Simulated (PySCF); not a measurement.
# Tb³⁺: atomic calculation

System: Tb³⁺, configuration 1s2 2s2 2p6 3s2 3p6 3d10 4s2 4p6 4d10 4f8 5s2 5p6, multiplicity 7.
Method: unrestricted PBE0, ANO-RCC-VTZP, spin-free X2C-1e, Gaussian nucleus (PySCF).

## The input
```python
from pyscf import gto, scf, dft, mp, cc
import basis_set_exchange as bse
mol = gto.M(atom="Tb 0 0 0", charge=3, spin=6, symmetry="D2h",
            basis=gto.basis.parse(bse.get_basis("ANO-RCC-VTZP", elements=["Tb"], fmt="nwchem")),
            nucmod="G")
mf = dft.UKS(mol, xc="PBE0").sfx2c1e()
mf.irrep_nelec = {'Ag': (9, 9), 'B1g': (2, 2), 'B2g': (2, 2), 'B3g': (2, 2), 'Au': (1, 0), 'B1u': (6, 4), 'B2u': (6, 5), 'B3u': (6, 4)}
mf.kernel()
```

The script is an equivalent of what the driver set up; the driver started from orbitals of its own, so the log can be shorter than this script's would be, and it computed the properties (radii, ⟨L²⟩, response) afterwards. It held the occupations shell by shell, which the script's counts by irreducible representation don't always enforce.

## Log (extracts)
```
damping factor = 0
level_shift factor = 0
DIIS = <class 'pyscf.scf.diis.CDIIS'>
diis_start_cycle = 1
diis_space = 10
diis_damp = 0
SCF conv_tol = 1e-09
SCF conv_tol_grad = None
number electrons alpha = 34  beta = 28
XC functionals = PBE0
    C. Adamo and V. Barone.,  J. Chem. Phys. 110, 6158 (1999)
    M. Ernzerhof and G. E. Scuseria.,  J. Chem. Phys. 110, 5029 (1999)
cycle= 1 E= -11706.3138439906  delta_E= -0.0166  |g|= 0.179  |ddm|= 0.14
cycle= 2 E= -11706.3114975689  delta_E= 0.00235  |g|= 0.235  |ddm|= 0.0697
cycle= 3 E= -11706.3168189011  delta_E= -0.00532  |g|= 0.00997  |ddm|= 0.043
cycle= 4 E= -11706.3168284035  delta_E= -9.5e-06  |g|= 0.00112  |ddm|= 0.00161
cycle= 5 E= -11706.3168285467  delta_E= -1.43e-07  |g|= 7.69e-05  |ddm|= 0.000281
cycle= 6 E= -11706.3168285474  delta_E= -6.98e-10  |g|= 2.79e-06  |ddm|= 1.83e-05
converged SCF energy = -11706.3168285474  <S^2> = 12.004005  2S+1 = 7.0011442
```

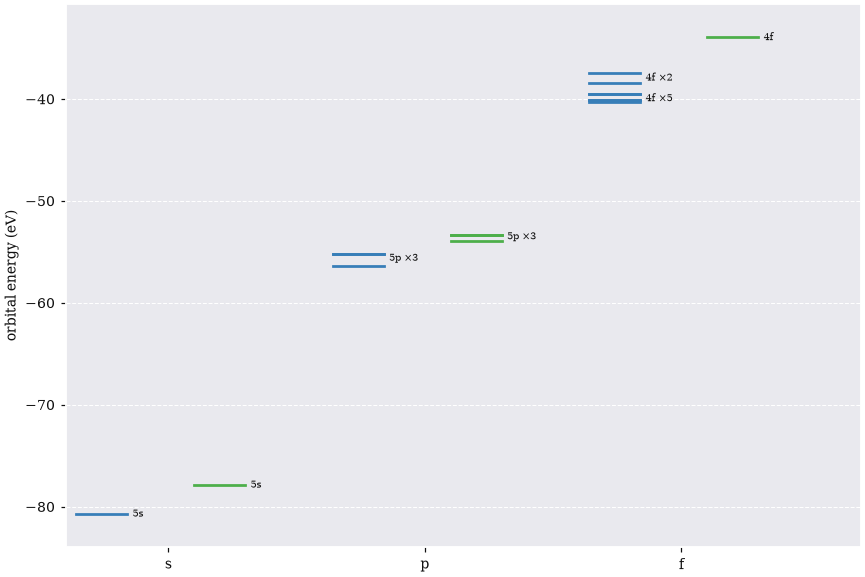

**Figure 1.** Orbital energies of the mean field, from the top down to −80.7 eV, by angular momentum, α spin at the left of each column and β at the right; ×n counts the orbitals under one label. The highest filled orbital is 4f β at −34.0 eV, the lowest empty one f β at −27.3 eV.

## Key numbers

```tsv
quantity	value
outcome	converged
total energy	−11706.3168 hartree
⟨S²⟩	12.004
⟨L²⟩	12.01
SCF iterations	6
hardware	1 CPU thread, shared host
CPU time	6 s (integrals apart)
```
